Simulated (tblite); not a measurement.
Run report: AlH$_{3}$Br (charge −1), frequency calculation

The run: frequency calculation of AlH$_{3}$Br, charge −1. Method and program: GFN2-xTB harmonic vibrations, gas phase (tblite 0.8.0).

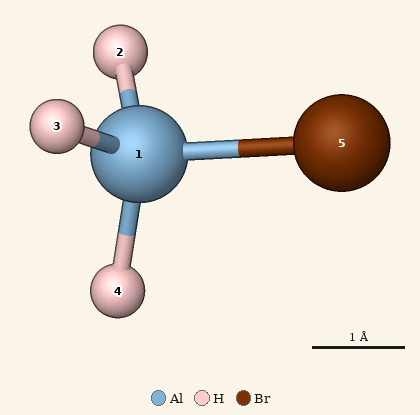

*The structure as given in the input (ball-and-stick view, seen at a tilt; atoms are numbered from 1 in the order of the input). Sticks mark near contacts.*

Bond lengths as drawn: Al–Br 2.30 Å and Al–H 1.60 Å.

Input:
```
{"job": {"kind": "ir", "xc": "GFN2-xTB", "basis": "xTB"}, "charge": -1, "multiplicity": 1}
Al     0.050725     0.025545    -0.340306
H      1.553898    -0.126294     0.200397
H     -0.855685    -1.238596     0.050280
H     -0.620624     1.406811     0.123655
Br     0.164757     0.080222    -2.640507
```

The first line tells a small driver script what to run in tblite; the rest is the geometry in Å.

Hardware: 1 CPU thread, shared host.

Launched with:
```bash
OMP_NUM_THREADS=1 python <driver script> task.json out
```

Log:
```
mode    cm-1     km/mol
  1     394.7      0.16
  2     469.9     51.83
  3     471.1     52.08
  4     760.4    340.03
  5     761.4    340.30
  6     794.6   1084.53
  7    1475.7    560.17
  8    1477.3    559.13
  9    1545.0    146.86
ZPE 48.748  H(298)-E 61.510  G(298)-E -18.499 kJ/mol  S 268.35 J/(mol K)
```

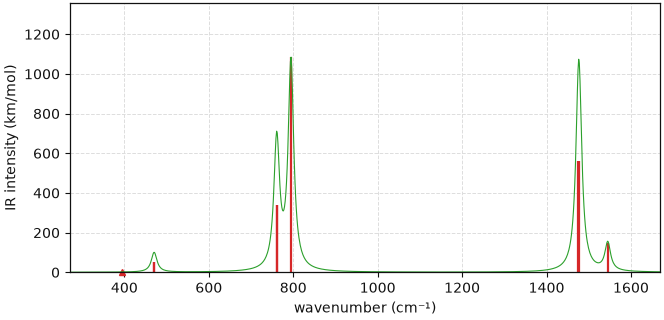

*Harmonic infrared spectrum, unscaled: sticks (degenerate modes added up, dark ones marked on the axis) with a Lorentzian envelope of 16 cm⁻¹ full width, scaled to the tallest stick.*

9 modes from 395 to 1545 cm⁻¹, none imaginary. The strongest line is at 795 cm⁻¹ (1085 km/mol). All modes, in cm⁻¹ (km/mol): 395 (0.2), 470 (52), 471 (52), 760 (340), 761 (340), 795 (1085), 1476 (560), 1477 (559), 1545 (147).

Key numbers:

| quantity | value |
| --- | --- |
| outcome | converged |
| total energy | −191.2223 eV |
| zero-point energy | 11.6510 kcal/mol |
| peak memory | 0.46 GiB |
